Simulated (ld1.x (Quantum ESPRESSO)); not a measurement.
# Pseudopotential generation for Ru: TM, PBE

Do these settings give a usable potential? It is generated, then checked for transferability, scattering, ghosts and hardness.

Program: ld1.x (Quantum ESPRESSO) 7.5. Reference atom: PBE, scalar-relativistic, spherical and spin-unpolarised. All values are calculated.

**1. Settings**

Typed settings, in words:

* element: ruthenium (Ru, Z = 44)
* type: norm-conserving Troullier–Martins (Kleinman–Bylander form)
* frozen core: [Kr]
* valence charge: 8
* reference configuration: 4d7 5s0 5p0 (charge +1)
* partial waves: 5s (bound, empty): rc 2.10 bohr; 5p (bound, empty): rc 2.75 bohr; 4d (bound): rc 2.15 bohr
* local potential: all-electron potential smoothed inside 1.60 bohr (lloc = -1)
* core correction: Bessel-smoothed model core inside 1.10 bohr

**2. Generating the potential**

Ru.in

```
 &input
   title='Ru', zed=44., rel=1, dft='PBE', iswitch=3,
   config='[Kr] 4d7 5s0 5p0',
   nld=3, rlderiv=3.00, eminld=-3.0, emaxld=5.0, deld=0.02
 /
 &inputp
   pseudotype=2, tm=.true., lloc=-1, rcloc=1.60,
   nlcc=.true., new_core_ps=.true., rcore=1.10,
   file_pseudopw='Ru.UPF', file_wfcaegen='ae.wfc', file_wfcncgen='nc.wfc', file_beta='beta', file_chi='chi'
 /
3
5S  1  0   0.00   0.00  2.10  2.10  0.0
5P  2  1   0.00   0.00  2.75  2.75  0.0
4D  3  2   7.00   0.00  2.15  2.15  0.0
 &test
   configts(1)='4d7 5s0 5p0'
 /
```

Run with:

```
$ ld1.x < Ru.in > Ru.out
```

The output, Ru.out (without the banner and most projector matrices):

```text
     Program LD1 v.7.5
     --------------------------- All-electron run ----------------------------

     Ru
     scalar relativistic calculation

     atomic number is 44.00
     dft =PBE   lsd =0 sic =0 latt =0  beta=0.20 tr2=1.0E-14
     Exchange-correlation= PBE
                           (   1   4   3   4   0   0   0)
     mesh =1233 r(mesh) = 101.06970 a.u. xmin = -7.00 dx = 0.01250
     1 Ry =  13.60569312 eV, c = 137.03599908

     n l     nl                  e(Ry)          e(Ha)          e(eV)
     1 0     1S 1( 2.00)     -1612.9276      -806.4638    -21944.9979
     2 0     2S 1( 2.00)      -232.3617      -116.1809     -3161.4426
     2 1     2P 1( 6.00)      -208.1583      -104.0792     -2832.1381
     3 0     3S 1( 2.00)       -41.3618       -20.6809      -562.7566
     3 1     3P 1( 6.00)       -33.4077       -16.7038      -454.5347
     4 0     4S 1( 2.00)        -6.1572        -3.0786       -83.7727
     4 1     4P 1( 6.00)        -3.9581        -1.9790       -53.8525
     3 2     3D 1(10.00)       -20.6104       -10.3052      -280.4186
     4 2     4D 1( 7.00)        -0.9219        -0.4609       -12.5430
     5 0     5S 1( 0.00)        -0.7714        -0.3857       -10.4957
     5 1     5P 1( 0.00)        -0.4498        -0.2249        -6.1204

     final scf error:  1.4E-15 reached in  33 iterations

     Etot =   -9060.974636 Ry,   -4530.487318 Ha, -123280.840289 eV

     Ekin =    9369.976327 Ry,    4684.988164 Ha,  127485.022478 eV
     Encl =  -21835.090324 Ry,  -10917.545162 Ha, -297081.538259 eV
     Eh   =    3670.593462 Ry,    1835.296731 Ha,   49940.968223 eV
     Exc  =    -266.454101 Ry,    -133.227051 Ha,   -3625.292731 eV

     normalization and overlap integrals

     s(1S/1S) =  1.000000  <r> =   0.0334  <r2> =    0.0015  r(max) =   0.0216
     s(2S/2S) =  1.000000  <r> =   0.1457  <r2> =    0.0250  r(max) =   0.1229
     s(2P/2P) =  1.000000  <r> =   0.1270  <r2> =    0.0197  r(max) =   0.0981
     s(3S/3S) =  1.000000  <r> =   0.4027  <r2> =    0.1856  r(max) =   0.3600
     s(3P/3P) =  1.000000  <r> =   0.4030  <r2> =    0.1888  r(max) =   0.3555
     s(4S/4S) =  1.000000  <r> =   1.0197  <r2> =    1.1789  r(max) =   0.9193
     s(4P/4P) =  1.000000  <r> =   1.1293  <r2> =    1.4633  r(max) =   0.9785
     s(3D/3D) =  1.000000  <r> =   0.3841  <r2> =    0.1767  r(max) =   0.3022
     s(4D/4D) =  1.000000  <r> =   1.6422  <r2> =    3.3079  r(max) =   1.2102
     s(5S/5S) =  1.000000  <r> =   3.0598  <r2> =   10.6397  r(max) =   2.5943
     s(5P/5P) =  1.000000  <r> =   3.9514  <r2> =   17.8269  r(max) =   3.3311

     ------------------------ End of All-electron run ------------------------

     --------------------- Generating NC pseudopotential ---------------------

      Generating local potential from pseudized AE potential:
      Matching radius rcloc =   1.6000

      Local pseudo, rcloc= 1.593 Estimated cut-off energy=     9.68 Ry

      Computing core charge for nlcc:

       r > 1.11 : true rho core
      Core charge pseudized with two Bessel functions
      Integrated core pseudo-charge :  11.53

      Wfc   5S  rcut= 2.098  Using Troullier-Martins method

      Wfc   5P  rcut= 2.762  Using Troullier-Martins method

      Wfc   4D  rcut= 2.151  Using Troullier-Martins method

     ------------------- End of pseudopotential generation -------------------

     [... the all-electron block is printed once more ...]


     Computing logarithmic derivative in   2.99541
     Computing logarithmic derivative in   2.99541
     Computing the partial wave expansion
     R is outside the sphere for l=    0 j= 0.00
     R is outside the sphere for l=    1 j= 0.00
     R is outside the sphere for l=    2 j= 0.00

     ---------------------- Testing the pseudopotential ----------------------

     Ru
     scalar relativistic calculation

     atomic number is 44.00   valence charge is  8.00
     dft =PBE   lsd =0 sic =0 latt =0  beta=0.20 tr2=1.0E-14
     mesh =1233 r(mesh) = 101.06970 xmin = -7.00 dx = 0.01250

     n l     nl             e AE (Ry)        e PS (Ry)    De AE-PS (Ry)
     3 2     4D   1( 7.00)       -0.92189       -0.92190        0.00000
     1 0     5S   1( 0.00)       -0.77142       -0.77142       -0.00000
     2 1     5P   1( 0.00)       -0.44984       -0.44984       -0.00000

     eps = 5.2E-16  iter =  6

     Etot =   -9060.974636 Ry,   -4530.487318 Ha, -123280.840289 eV
     Etotps =   -51.511808 Ry,     -25.755904 Ha,    -700.853848 eV

     Ekin =      33.282587 Ry,      16.641294 Ha,     452.832668 eV
     Encl =     -80.986022 Ry,     -40.493011 Ha,   -1101.870957 eV
     Ehrt =      26.992248 Ry,      13.496124 Ha,     367.248242 eV
     Ecxc =     -28.250412 Ry,     -14.125206 Ha,    -384.366442 eV
     (Ecc =     -18.915271 Ry,      -9.457635 Ha,    -257.355368 eV)
     Epseu=      -2.550209 Ry,      -1.275104 Ha,     -34.697359 eV

     ---------------------- End of pseudopotential test ----------------------
```

Wall time 1.5 s (1 thread of Neoverse-V1, shared host). (Generation and the later configuration tests together.)

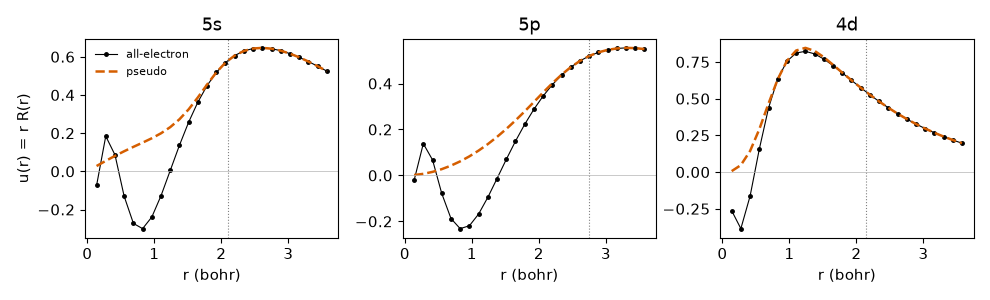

Bound waves of the atom and their pseudo partners (5s, 5p, 4d), with the matching radii dotted. The curves join 26 sampled radii, too few to resolve the innermost nodes.

**3. Transferability test**

Ru.test.in

```
 &input
   title='Ru', zed=44., rel=1, dft='PBE', iswitch=2,
   config='[Kr] 4d7 5s0 5p0'
 /
 &test
   file_pseudo='Ru.UPF', nconf=8,
   configts(1)='4d7 5s0 5p0',
   configts(2)='4d7 5s1 5p0',
   configts(3)='4d6 5s0 5p0',
   configts(4)='4d5 5s0 5p0',
   configts(5)='4d7.5 5s0.5 5p0',
   configts(6)='4d4 5s0 5p0',
   configts(7)='4d7 5s0 5p1',
   configts(8)='4d8 5s0 5p0'
 /
```

Run with:

```
$ ld1.x < Ru.test.in > Ru.test.out
```

Ru.test.out, the pseudopotential blocks, each with the warnings that came before it:

```text
     ---------------------- Testing the pseudopotential ----------------------

     Ru
     scalar relativistic calculation

     atomic number is 44.00   valence charge is  8.00
     dft =PBE   lsd =0 sic =0 latt =0  beta=0.20 tr2=1.0E-14
     mesh =1233 r(mesh) = 101.06970 xmin = -7.00 dx = 0.01250

     n l     nl             e AE (Ry)        e PS (Ry)    De AE-PS (Ry)
     3 2     4D   1( 7.00)       -0.92189       -0.92190        0.00000
     1 0     5S   1( 0.00)       -0.77142       -0.77142       -0.00000
     2 1     5P   1( 0.00)       -0.44984       -0.44984       -0.00000

     eps = 1.2E-15  iter =  6

     Etot =   -9060.974636 Ry,   -4530.487318 Ha, -123280.840289 eV
     Etotps =   -51.511808 Ry,     -25.755904 Ha,    -700.853852 eV

     Ekin =      33.282587 Ry,      16.641293 Ha,     452.832659 eV
     Encl =     -80.986021 Ry,     -40.493011 Ha,   -1101.870953 eV
     Ehrt =      26.992248 Ry,      13.496124 Ha,     367.248240 eV
     Ecxc =     -28.250412 Ry,     -14.125206 Ha,    -384.366441 eV
     (Ecc =     -18.915271 Ry,      -9.457635 Ha,    -257.355368 eV)
     Epseu=      -2.550209 Ry,      -1.275104 Ha,     -34.697358 eV

     ---------------------- End of pseudopotential test ----------------------

     ---------------------- Testing the pseudopotential ----------------------

     Ru
     [...]
     n l     nl             e AE (Ry)        e PS (Ry)    De AE-PS (Ry)
     3 2     4D   1( 7.00)       -0.38235       -0.38377        0.00142
     1 0     5S   1( 1.00)       -0.31159       -0.31060       -0.00099
     2 1     5P   1( 0.00)       -0.06706       -0.06644       -0.00062

     eps = 1.7E-15  iter =  7

     Etot =   -9061.510603 Ry,   -4530.755302 Ha, -123288.132501 eV
     Etotps =   -52.047269 Ry,     -26.023635 Ha,    -708.139173 eV
     dEtot_ae =      -0.535968 Ry
     dEtot_ps =      -0.535461 Ry,   Delta E=      -0.000507 Ry

     [...]
     ---------------------- End of pseudopotential test ----------------------

     Warning: n=2, l=1 expected 0 nodes, found 1
     ---------------------- Testing the pseudopotential ----------------------

     Ru
     [...]
     n l     nl             e AE (Ry)        e PS (Ry)    De AE-PS (Ry)
     3 2     4D   1( 6.00)       -1.77401       -1.78624        0.01223  !
     1 0     5S   1( 0.00)       -1.40128       -1.40247        0.00119
     2 1     5P   1( 0.00)       -0.98924       -1.22722        0.23798  !

     eps = 3.8E-16  iter =  7

     Etot =   -9059.637961 Ry,   -4529.818980 Ha, -123262.653900 eV
     Etotps =   -50.170071 Ry,     -25.085035 Ha,    -682.598585 eV
     dEtot_ae =       1.336675 Ry
     dEtot_ps =       1.341737 Ry,   Delta E=      -0.005062 Ry

     [...]
     ---------------------- End of pseudopotential test ----------------------

     ---------------------- Testing the pseudopotential ----------------------

     Ru
     [...]
     n l     nl             e AE (Ry)        e PS (Ry)    De AE-PS (Ry)
     3 2     4D   1( 5.00)       -2.74533       -2.78339        0.03806  !
     1 0     5S   1( 0.00)       -2.11289       -2.12216        0.00927  !
     2 1     5P   1( 0.00)       -1.61922       -1.61922        0.00000

     eps = 1.4E-16  iter =  7

     Etot =   -9057.387242 Ry,   -4528.693621 Ha, -123232.031306 eV
     Etotps =   -47.895193 Ry,     -23.947596 Ha,    -651.647292 eV
     dEtot_ae =       3.587394 Ry
     dEtot_ps =       3.616615 Ry,   Delta E=      -0.029221 Ry

     [...]
     ---------------------- End of pseudopotential test ----------------------

     ---------------------- Testing the pseudopotential ----------------------

     Ru
     [...]
     n l     nl             e AE (Ry)        e PS (Ry)    De AE-PS (Ry)
     3 2     4D   1( 7.50)       -0.30249       -0.30171       -0.00079
     1 0     5S   1( 0.50)       -0.27921       -0.27938        0.00016
     2 1     5P   1( 0.00)       -0.05202       -0.05201       -0.00001

     eps = 8.3E-15  iter =  9

     Etot =   -9061.533934 Ry,   -4530.766967 Ha, -123288.449923 eV
     Etotps =   -52.070837 Ry,     -26.035419 Ha,    -708.459835 eV
     dEtot_ae =      -0.559298 Ry
     dEtot_ps =      -0.559029 Ry,   Delta E=      -0.000268 Ry

     [...]
     ---------------------- End of pseudopotential test ----------------------

     Warning: n=1, l=0 expected 0 nodes, found 1
     ---------------------- Testing the pseudopotential ----------------------

     Ru
     [...]
     n l     nl             e AE (Ry)        e PS (Ry)    De AE-PS (Ry)
     3 2     4D   1( 4.00)       -3.81315       -3.88972        0.07657  !
     1 0     5S   1( 0.00)       -2.89250       -3.12939        0.23689  !
     2 1     5P   1( 0.00)       -2.32348       -2.32348        0.00000

     eps = 3.3E-17  iter =  7

     Etot =   -9054.115645 Ry,   -4527.057823 Ha, -123187.518967 eV
     Etotps =   -44.566947 Ry,     -22.283474 Ha,    -606.364205 eV
     dEtot_ae =       6.858991 Ry
     dEtot_ps =       6.944861 Ry,   Delta E=      -0.085870 Ry

     [...]
     ---------------------- End of pseudopotential test ----------------------

     ---------------------- Testing the pseudopotential ----------------------

     Ru
     [...]
     n l     nl             e AE (Ry)        e PS (Ry)    De AE-PS (Ry)
     3 2     4D   1( 7.00)       -0.49723       -0.49879        0.00156
     1 0     5S   1( 0.00)       -0.39102       -0.39048       -0.00054
     2 1     5P   1( 1.00)       -0.12647       -0.12611       -0.00036

     eps = 2.0E-16  iter = 10

     Etot =   -9061.256214 Ry,   -4530.628107 Ha, -123284.671360 eV
     Etotps =   -51.793116 Ry,     -25.896558 Ha,    -704.681238 eV
     dEtot_ae =      -0.281579 Ry
     dEtot_ps =      -0.281308 Ry,   Delta E=      -0.000271 Ry

     [...]
     ---------------------- End of pseudopotential test ----------------------

     ---------------------- Testing the pseudopotential ----------------------

     Ru
     [...]
     n l     nl             e AE (Ry)        e PS (Ry)    De AE-PS (Ry)
     3 2     4D   1( 8.00)       -0.23162       -0.23027       -0.00135
     1 0     5S   1( 0.00)       -0.24960       -0.25122        0.00163
     2 1     5P   1( 0.00)       -0.03818       -0.03880        0.00062

     eps = 1.2E-15  iter =  9

     Etot =   -9061.535057 Ry,   -4530.767529 Ha, -123288.465213 eV
     Etotps =   -52.070867 Ry,     -26.035433 Ha,    -708.460232 eV
     dEtot_ae =      -0.560422 Ry
     dEtot_ps =      -0.559059 Ry,   Delta E=      -0.001363 Ry

     [...]
     ---------------------- End of pseudopotential test ----------------------
```

Excitation and ionisation energies from 4d7 5s0 5p0, with the error of the potential. A star marks tests that logged a warning.

| valence configuration | charge | ΔE all-electron (eV) | error AE − PS (meV) |
| --- | --- | --- | --- |
| 4d7 5s1 5p0 | 0 | -7.292 | -6.9 |
| 4d6 5s0 5p0 * | +2 | 18.186 | -69 |
| 4d5 5s0 5p0 | +3 | 48.809 | -398 |
| 4d7.5 5s0.5 5p0 | 0 | -7.610 | -3.6 |
| 4d4 5s0 5p0 * | +4 | 93.321 | -1168 |
| 4d7 5s0 5p1 | 0 | -3.831 | -3.7 |
| 4d8 5s0 5p0 | 0 | -7.625 | -19 |

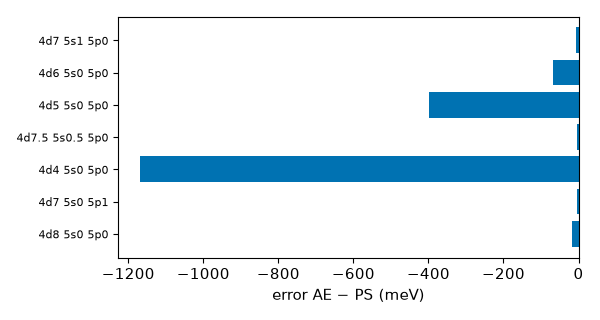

Error of the potential in each test configuration.

**4. Logarithmic derivatives**

Taken from the files of the generation run. The phase is arctan(r·u′/u) with u = r·R, unwrapped, with energies in Ry. A pole is an energy at which the radial function vanishes at the test radius. The pseudo phase is shifted by a multiple of π to meet the all-electron one at the reference energy. Levels narrower than the energy grid can be missing from the poles. The last column is the largest difference on the grid between −1 and +1 Ry.

| channel | radius (bohr) | reference (Ry) | poles AE | poles PS | window around the reference with phases within 0.05 rad (Ry) | largest difference near zero (rad) |
| --- | --- | --- | --- | --- | --- | --- |
| s | 3.00 | -0.77 | 0.64 | 0.57, 4.25 | below 1.5 | 0.016 |
| p | 3.00 | -0.45 | 1.64 | -1.40, 1.61 | -1.3 to 3.1 | 0.005 |
| d | 3.00 | -0.92 | -0.74, 3.55 | -0.74, 3.63 | the whole range | 0.020 |

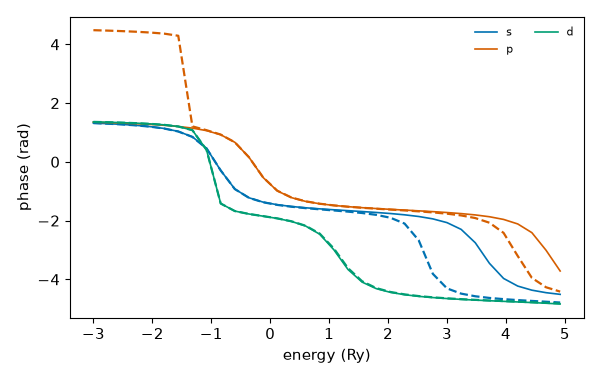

All-electron (solid) and pseudo (dashed) phases against energy.

**5. Plane-wave convergence, by spherical Bessel functions**

This step uses the generator's waves and projectors in a separate script. Basis: spherical Bessel functions vanishing at 20 bohr, q² up to the cutoff; potential fixed at the reference.

All-electron valence levels (Ry): 5s -0.7714, 5p -0.4498, 4d -0.9219. The lowest levels of each channel (Ry) by cutoff; the last column sums, over occupied levels, occupation times the distance from the level at 400 Ry. A positive value at high cutoff is not a bound level.

```csv
cutoff (Ry),s #1,s #2,p #1,p #2,d #1,f #1,Σ f·Δε (mRy)
8,-2.1779,-0.7370,-0.4497,-0.1356,-0.3646,-0.0512,3900.9
15,-4.7903,-0.7678,-0.5150,-0.4498,-0.6025,-0.0512,2235.7
21,-5.5819,-0.7701,-1.0273,-0.4498,-0.8011,-0.0512,845.8
35,-5.8005,-0.7711,-1.3793,-0.4498,-0.9156,-0.0512,44.0
40,-5.8156,-0.7712,-1.3980,-0.4499,-0.9208,-0.0512,7.6
45,-5.8220,-0.7712,-1.4115,-0.4499,-0.9216,-0.0512,1.9
50,-5.8282,-0.7713,-1.4152,-0.4499,-0.9218,-0.0512,0.6
60,-5.8313,-0.7714,-1.4176,-0.4499,-0.9218,-0.0512,0.6
400,-5.8318,-0.7714,-1.4183,-0.4499,-0.9219,-0.0512,0.0
```

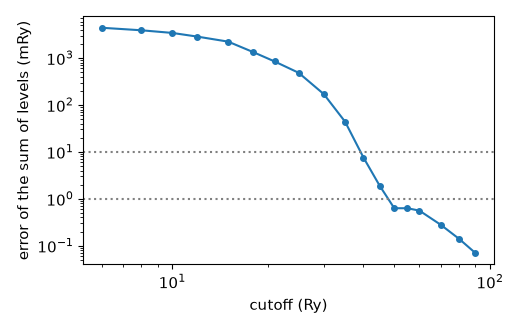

Occupation-weighted error of the valence levels against the cutoff; the dotted lines mark 10 and 1 mRy.

The sum stays within 10 mRy from 40 Ry and within 1 mRy from 50 Ry. The sum leaves out empty levels, which can need more. Ghost test: ghost states, bound below the all-electron valence or empty levels of the same l: s at -79.3 eV, p at -19.3 eV.

**6. What came out**

| quantity | value |
| --- | --- |
| cutoffs for 10 and 1 mRy, occupied levels | 40 Ry and 50 Ry |
| bound ghosts | s at -79.35 eV, p at -19.30 eV |
| largest test error (AE − PS) | -1168 meV, for 4d4 5s0 5p0 (one of 2 tests with a warning) |
| largest phase difference near zero energy, channels read | 0.020 rad |

**Reading.** It has a bound ghost (s, p), a state that the atom doesn't have, and that rules the file out. Close by lies the frozen 4s level (-83.8 eV). The worst unpolarised test, 4d4 5s0 5p0, is off by 1168 meV on 93.3 eV; by total energies transferability rates as poor. That test lies far up in energy; among those under 40 eV, nearer to bonding, the largest error is 69 meV. By its cutoff, 40 Ry for the looser tolerance, it is of middling hardness. Near zero energy the phases of the channels with partial waves agree within 0.020 rad. The pseudo curves have a pole with no partner nearby in the atom's: p at -1.40 Ry. These are tests on the free atom; a crystal test is still owed.
